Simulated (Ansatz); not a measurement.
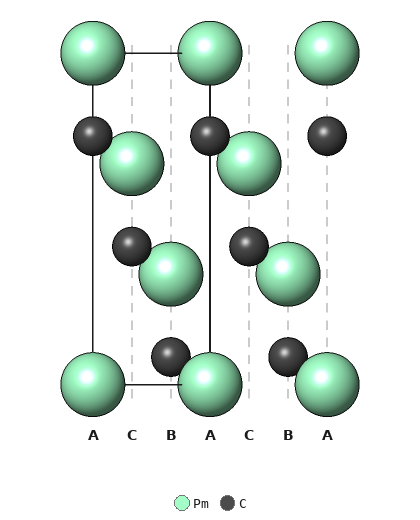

Projection along an edge of the hexagonal mesh, stacking direction [111] upwards. The dashed lines mark the three columns A (0, 0), B (1/3, 2/3) and C (2/3, 1/3). The box is the hexagonal cell of the face-centred cubic lattice. The sequence starts with the first layer at or above the cell's origin.

System PmC (space group F-43m, No. 216); source of the atomic positions: the input geometry of an electronic-structure calculation (not necessarily at equilibrium); the starting structure was generated, so it need not be a known form of this composition.

Question: Give the sequence of layers in one repeat, with element and column.

Answer: Pm(A) – C(B) – Pm(B) – C(C) – Pm(C) – C(A) (six layers in 9.66 Å).

Question: How are the C layers alone stacked?

Answer: C layers alone: BCA, the cubic close-packed type.

Question: Which positions between or in the C layers do the other atoms fill?

Answer: Pm: three tetrahedral sites, counted in one hexagonal cell.

Question: What short polytype symbol fits?

Answer: Polytype symbol 3C, the symbol of a tetrahedral polytype (number of double layers in the repeat and lattice).

Heights of the layers:

| layer | atoms (column) | height (Å) | to next (Å) |
| --- | --- | --- | --- |
| 1 | Pm(A) | 0.00 | 0.80 |
| 2 | C(B) | 0.80 | 2.42 |
| 3 | Pm(B) | 3.22 | 0.81 |
| 4 | C(C) | 4.03 | 2.42 |
| 5 | Pm(C) | 6.44 | 0.80 |
| 6 | C(A) | 7.25 | 2.42 |
